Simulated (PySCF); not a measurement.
# Ga2 (triplet): basis, grid and Hamiltonian

Aim: see how much the energy and properties of Ga2 (triplet) depend on the numerical set-up.

Method: method and basis as typed in the scripts; program: PySCF 2.14.0.

1 further run of the same task is left out (it didn't finish).

## Step 1: The starting structure

Ga2 (triplet): 2 atoms, charge 0, spin multiplicity 3.

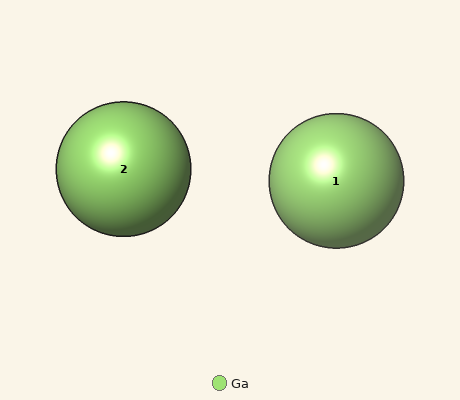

The starting geometry (gallium green); atoms are numbered from 1 in the order of the file.

## Step 2: The base run

The input, input.py:

```python
from pyscf import gto, dft

mol = gto.M(
    atom='Ga 0 0 0; Ga 0 0 2.289',
    basis='cc-pvdz',
    charge=0,
    spin=2,
    verbose=4,
)
mf = dft.UKS(mol, xc='scan')
mf.kernel()
mf.dip_moment()
print('orbital energies (hartree):', [e[max(0, n-3):n+3].round(4) for e, n in zip(mf.mo_energy, mol.nelec)])
```

Command:

```bash
python input.py
```

The log of this run is left out.

It gives: E(SCF) = -3849.930269 Eh, 8 cycles, ⟨S²⟩ = 2.007, μ = 0.00 D.

The bond length is a typed value, not an optimised one. The triplet is typed in the script; nothing here shows that it is the ground state.

## Step 3: Pcseg-1

Run 1 changes basis set: cc-pvdz → pcseg-1.

input.py: that of step 2 with these lines changed.

```diff
@@ -4,3 +4,3 @@
     atom='Ga 0 0 0; Ga 0 0 2.289',
-    basis='cc-pvdz',
+    basis='pcseg-1',
     charge=0,
```

Command:

```bash
python input.py
```

Standard output:

```text
PySCF version 2.14.0

[INPUT] verbose = 4
[INPUT] num. atoms = 2
[INPUT] num. electrons = 62
[INPUT] charge = 0
[INPUT] spin (= nelec alpha-beta = 2S) = 2
[INPUT] symmetry False subgroup None
[INPUT] Mole.unit = angstrom
[INPUT] Symbol           X                Y                Z      unit          X                Y                Z       unit  Magmom
[INPUT]  1 Ga     0.000000000000   0.000000000000   0.000000000000 AA    0.000000000000   0.000000000000   0.000000000000 Bohr   0.0
[INPUT]  2 Ga     0.000000000000   0.000000000000   2.289000000000 AA    0.000000000000   0.000000000000   4.325583099129 Bohr   0.0

nuclear repulsion = 222.166579158637
number of shells = 6
number of NR pGTOs = 164
number of NR cGTOs = 54
basis = pcseg-1
ecp = {}

******** <class 'pyscf.dft.uks.UKS'> ********
method = UKS
initial guess = minao
damping factor = 0
level_shift factor = 0
DIIS = <class 'pyscf.scf.diis.CDIIS'>
diis_start_cycle = 1
diis_space = 8
diis_damp = 0
SCF conv_tol = 1e-09
SCF conv_tol_grad = None
SCF max_cycles = 50
direct_scf = True
direct_scf_tol = 1e-13
number electrons alpha = 32  beta = 30
XC library pyscf.dft.libxc version 7.0.0
    S. Lehtola, C. Steigemann, M. J.T. Oliveira, and M. A.L. Marques.,  SoftwareX 7, 1–5 (2018)
XC functionals = scan
    J. Sun, A. Ruzsinszky, and J. P. Perdew.,  Phys. Rev. Lett. 115, 036402 (2015)
    J. Sun, A. Ruzsinszky, and J. P. Perdew.,  Phys. Rev. Lett. 115, 036402 (2015)
radial grids:
    Treutler-Ahlrichs [JCP 102, 346 (1995); DOI:10.1063/1.469408] (M4) radial grids

becke partition: Becke, JCP 88, 2547 (1988); DOI:10.1063/1.454033
pruning grids: <function nwchem_prune>
grids dens level: 3
symmetrized grids: False
atomic radii adjust function: <function treutler_atomic_radii_adjust>
small_rho_cutoff = 0
Set gradient conv threshold to 3.16228e-05
tot grids = 41808
init E= -3848.60589107225
[... the frontier-level lines of each cycle are left out ...]

cycle= 1 E= -3849.54958834709  delta_E= -0.944  |g|= 0.121  |ddm|= 1.12
cycle= 2 E= -3849.55671935563  delta_E= -0.00713  |g|= 0.0659  |ddm|= 0.352
cycle= 3 E= -3849.55932596718  delta_E= -0.00261  |g|= 0.00478  |ddm|= 0.133
cycle= 4 E= -3849.55934743965  delta_E= -2.15e-05  |g|= 0.00385  |ddm|= 0.0207
cycle= 5 E= -3849.55936473174  delta_E= -1.73e-05  |g|= 0.000224  |ddm|= 0.00855
cycle= 6 E= -3849.55936486143  delta_E= -1.3e-07  |g|= 4.07e-05  |ddm|= 0.00153
cycle= 7 E= -3849.55936486617  delta_E= -4.74e-09  |g|= 5.85e-06  |ddm|= 0.000374
cycle= 8 E= -3849.55936486625  delta_E= -8.28e-11  |g|= 3.84e-07  |ddm|= 5.76e-05
Extra cycle  E= -3849.55936486625  delta_E= 4.55e-12  |g|= 1.63e-07  |ddm|= 1.51e-06
converged SCF energy = -3849.55936486625  <S^2> = 2.0079695  2S+1 = 3.0053083
Dipole moment(X, Y, Z, Debye): -0.00000, -0.00000, -0.00000
orbital energies (hartree): [array([-0.2855, -0.1674, -0.1674, -0.1362, -0.0509, -0.0509]), array([-0.7625, -0.3948, -0.2641, -0.1301, -0.1059, -0.1059])]
```

Run time: 5.5 s. Hardware: 1 thread, shared host.

Outcome: E(SCF) = -3849.559365 Eh (+10.0928 eV from the base), 8 cycles, ⟨S²⟩ = 2.008, μ = 0.00 D.

## Step 4: Cc-pvdz-dk (X2C on)

Run 2 changes basis set: cc-pvdz → cc-pvdz-dk; spin-free X2C: off → on.

input.py: that of step 2 with these lines changed.

```diff
@@ -4,3 +4,3 @@
     atom='Ga 0 0 0; Ga 0 0 2.289',
-    basis='cc-pvdz',
+    basis='cc-pvdz-dk',
     charge=0,
@@ -10,2 +10,3 @@
 mf = dft.UKS(mol, xc='scan')
+mf = mf.sfx2c1e()
 mf.kernel()
```

Command:

```bash
python input.py
```

Standard output:

```text
[... 14 set-up lines left out, the same as in an earlier log ...]
number of shells = 12
number of NR pGTOs = 154
[... 1 set-up line left out, the same as in an earlier log ...]
basis = cc-pvdz-dk
[... 2 set-up lines left out, the same as in an earlier log ...]
******** <class 'pyscf.x2c.sfx2c1e.sfX2C1eUKS'> ********
method = sfX2C1eUKS
[... 28 set-up lines left out, the same as in an earlier log ...]
******** <class 'pyscf.x2c.sfx2c1e.SpinFreeX2CHelper'> ********
approx = 1e
xuncontract = 1
[... 2 set-up lines left out, the same as in an earlier log ...]
init E= -3887.98779792747
[... the frontier-level lines of each cycle are left out ...]

cycle= 1 E= -3887.83843340137  delta_E= 0.149  |g|= 0.195  |ddm|= 0.848
cycle= 2 E= -3887.84901015359  delta_E= -0.0106  |g|= 0.131  |ddm|= 0.396
cycle= 3 E= -3887.85709664508  delta_E= -0.00809  |g|= 0.00469  |ddm|= 0.159
cycle= 4 E= -3887.8571112425  delta_E= -1.46e-05  |g|= 0.00348  |ddm|= 0.0146
cycle= 5 E= -3887.85712554938  delta_E= -1.43e-05  |g|= 0.000224  |ddm|= 0.00558
cycle= 6 E= -3887.85712563148  delta_E= -8.21e-08  |g|= 1.91e-05  |ddm|= 0.000926
cycle= 7 E= -3887.85712563244  delta_E= -9.67e-10  |g|= 2.9e-06  |ddm|= 0.000114
Extra cycle  E= -3887.85712563246  delta_E= -2e-11  |g|= 1.3e-06  |ddm|= 1.14e-05
converged SCF energy = -3887.85712563246  <S^2> = 2.0067899  2S+1 = 3.0045232
Dipole moment(X, Y, Z, Debye):  0.00000,  0.00000, -0.00000
orbital energies (hartree): [array([-0.2928, -0.1622, -0.1622, -0.135 , -0.0493, -0.0493]), array([-0.7256, -0.4037, -0.271 , -0.1253, -0.1014, -0.1014])]
```

Run time: 4.9 s. Hardware: 1 thread, shared host.

This run: E(SCF) = -3887.857126 Eh, 7 cycles, ⟨S²⟩ = 2.007, μ = 0.00 D.

## Step 5: Integration grid 4

Run 3 changes integration grid: default → 4.

input.py: that of step 2 with these lines changed.

```diff
@@ -10,2 +10,3 @@
 mf = dft.UKS(mol, xc='scan')
+mf.grids.level = 4
 mf.kernel()
```

Command:

```bash
python input.py
```

Standard output:

```text
[... 17 set-up lines left out, the same as in an earlier log ...]
basis = cc-pvdz
[... 27 set-up lines left out, the same as in an earlier log ...]
grids dens level: 4
[... 4 set-up lines left out, the same as in an earlier log ...]
tot grids = 60760
init E= -3849.09718974982
[... the frontier-level lines of each cycle are left out ...]

cycle= 1 E= -3849.92108412693  delta_E= -0.824  |g|= 0.139  |ddm|= 0.829
cycle= 2 E= -3849.92829731136  delta_E= -0.00721  |g|= 0.0855  |ddm|= 0.297
cycle= 3 E= -3849.93205646262  delta_E= -0.00376  |g|= 0.00264  |ddm|= 0.107
cycle= 4 E= -3849.93207044316  delta_E= -1.4e-05  |g|= 0.00104  |ddm|= 0.0126
cycle= 5 E= -3849.93207157734  delta_E= -1.13e-06  |g|= 0.000349  |ddm|= 0.00237
cycle= 6 E= -3849.93207174131  delta_E= -1.64e-07  |g|= 2.35e-05  |ddm|= 0.00112
cycle= 7 E= -3849.93207174278  delta_E= -1.47e-09  |g|= 2.82e-06  |ddm|= 0.000243
cycle= 8 E= -3849.93207174279  delta_E= -1.55e-11  |g|= 3.5e-07  |ddm|= 2.62e-05
Extra cycle  E= -3849.9320717428  delta_E= -3.64e-12  |g|= 1.94e-07  |ddm|= 1.74e-06
converged SCF energy = -3849.9320717428  <S^2> = 2.0069136  2S+1 = 3.0046056
Dipole moment(X, Y, Z, Debye):  0.00000, -0.00000,  0.00000
orbital energies (hartree): [array([-0.2846, -0.1636, -0.1636, -0.1358, -0.0505, -0.0505]), array([-0.7674, -0.3949, -0.2627, -0.1265, -0.103 , -0.103 ])]
```

Wall time 7.2 s (1 thread, shared host).

Outcome: E(SCF) = -3849.932072 Eh (-0.0491 eV from the base), 8 cycles, ⟨S²⟩ = 2.007, μ = 0.00 D.

## Step 6: Cartesian functions on

Run 4 changes Cartesian functions: off → on.

input.py: that of step 2 with these lines changed.

```diff
@@ -7,2 +7,3 @@
     spin=2,
+    cart=True,
     verbose=4,
```

Command:

```bash
python input.py
```

Standard output:

```text
[... 9 set-up lines left out, the same as in an earlier log ...]
[INPUT] Cartesian GTO integrals (6d 10f)
[... 6 set-up lines left out, the same as in an earlier log ...]
number of NR pGTOs = 166
number of NR cGTOs = 58
[... 34 set-up lines left out, the same as in an earlier log ...]
init E= -3849.08896129396
[... the frontier-level lines of each cycle are left out ...]

cycle= 1 E= -3849.91916564006  delta_E= -0.83  |g|= 0.173  |ddm|= 1.12
cycle= 2 E= -3849.9273668889  delta_E= -0.0082  |g|= 0.115  |ddm|= 0.319
cycle= 3 E= -3849.93272348332  delta_E= -0.00536  |g|= 0.00311  |ddm|= 0.116
cycle= 4 E= -3849.9327369785  delta_E= -1.35e-05  |g|= 0.00178  |ddm|= 0.0201
cycle= 5 E= -3849.93274050181  delta_E= -3.52e-06  |g|= 0.000397  |ddm|= 0.0047
cycle= 6 E= -3849.93274069977  delta_E= -1.98e-07  |g|= 2.9e-05  |ddm|= 0.00222
cycle= 7 E= -3849.93274070187  delta_E= -2.1e-09  |g|= 5.36e-06  |ddm|= 0.000441
cycle= 8 E= -3849.93274070194  delta_E= -6.18e-11  |g|= 6.42e-07  |ddm|= 5.3e-05
Extra cycle  E= -3849.93274070194  delta_E= -1.82e-12  |g|= 4.44e-07  |ddm|= 2.49e-06
converged SCF energy = -3849.93274070194  <S^2> = 2.0066009  2S+1 = 3.0043974
Dipole moment(X, Y, Z, Debye):  0.00000,  0.00000,  0.00000
orbital energies (hartree): [array([-0.2854, -0.1637, -0.1637, -0.1364, -0.0505, -0.0505]), array([-0.7639, -0.3958, -0.2636, -0.1266, -0.1037, -0.1037])]
```

Wall time 5.8 s (1 thread, shared host).

Result: E(SCF) = -3849.932741 Eh (-0.0673 eV from the base), 8 cycles, ⟨S²⟩ = 2.007, μ = 0.00 D.

## Step 7: Integration grid 1

Run 5 changes integration grid: default → 1.

input.py: that of step 2 with these lines changed.

```diff
@@ -10,2 +10,3 @@
 mf = dft.UKS(mol, xc='scan')
+mf.grids.level = 1
 mf.kernel()
```

Command:

```bash
python input.py
```

Standard output:

```text
[... 45 set-up lines left out, the same as in an earlier log ...]
grids dens level: 1
[... 4 set-up lines left out, the same as in an earlier log ...]
tot grids = 14832
init E= -3848.98772929493
[... the frontier-level lines of each cycle are left out ...]

cycle= 1 E= -3849.81113926323  delta_E= -0.823  |g|= 0.136  |ddm|= 0.828
cycle= 2 E= -3849.81820668353  delta_E= -0.00707  |g|= 0.0832  |ddm|= 0.292
cycle= 3 E= -3849.82181925202  delta_E= -0.00361  |g|= 0.00269  |ddm|= 0.105
cycle= 4 E= -3849.82183275346  delta_E= -1.35e-05  |g|= 0.00136  |ddm|= 0.0126
cycle= 5 E= -3849.8218347649  delta_E= -2.01e-06  |g|= 0.000281  |ddm|= 0.00262
cycle= 6 E= -3849.82183488429  delta_E= -1.19e-07  |g|= 2.4e-05  |ddm|= 0.00116
cycle= 7 E= -3849.82183488578  delta_E= -1.48e-09  |g|= 3.74e-06  |ddm|= 0.0002
cycle= 8 E= -3849.82183488583  delta_E= -5.09e-11  |g|= 3.49e-07  |ddm|= 3.26e-05
Extra cycle  E= -3849.82183488583  delta_E= -3.64e-12  |g|= 1.61e-07  |ddm|= 1.51e-06
converged SCF energy = -3849.82183488583  <S^2> = 2.0068885  2S+1 = 3.0045888
Dipole moment(X, Y, Z, Debye): -0.00000,  0.00000,  0.00000
orbital energies (hartree): [array([-0.2844, -0.1635, -0.1635, -0.1359, -0.0507, -0.0507]), array([-0.7688, -0.3945, -0.2623, -0.1266, -0.1031, -0.1031])]
```

It took 2.6 s on 1 thread, shared host.

This run: E(SCF) = -3849.821835 Eh (+2.9506 eV from the base), 8 cycles, ⟨S²⟩ = 2.007, μ = 0.00 D.

## Step 8: Comparison

| run | E(SCF) (hartree) | from base (eV) | cycles | gap, α spin (eV) | functions |
| --- | --- | --- | --- | --- | --- |
| base | -3849.930269 | 0 | 8 | 0.75 | 54 |
| pcseg-1 | -3849.559365 | +10.0928 | 8 | 0.85 | 54 |
| cc-pvdz-dk (X2C on) | -3887.857126 | not comparable | 7 | 0.74 | 54 |
| integration grid 4 | -3849.932072 | -0.0491 | 8 | 0.76 | 54 |
| Cartesian functions on | -3849.932741 | -0.0673 | 8 | 0.74 | 58 |
| integration grid 1 | -3849.821835 | +2.9506 | 8 | 0.75 | 54 |

Wall time on 1 thread, shared host, start-up included: base 5.3 s; pcseg-1 5.5 s; cc-pvdz-dk (X2C on) 4.9 s; integration grid 4 7.2 s; Cartesian functions on 5.8 s; integration grid 1 2.6 s.

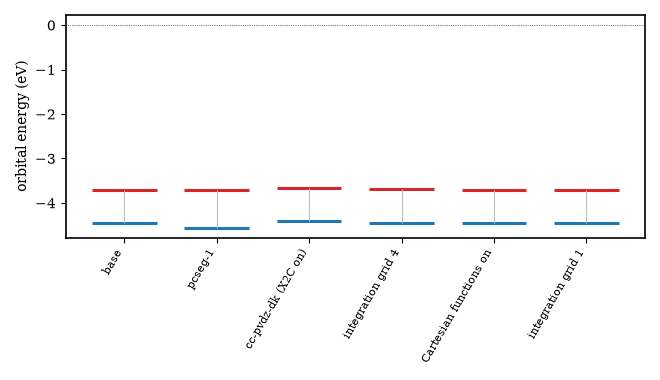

Frontier levels by run: filled blue, empty red. Open-shell runs show the α spin alone.

In words: The largest comparable shift of the SCF energy, +10.093 eV, comes with the run “pcseg-1”. pcseg-1 (54 functions) gives an energy 10.09 eV higher than cc-pvdz (54).
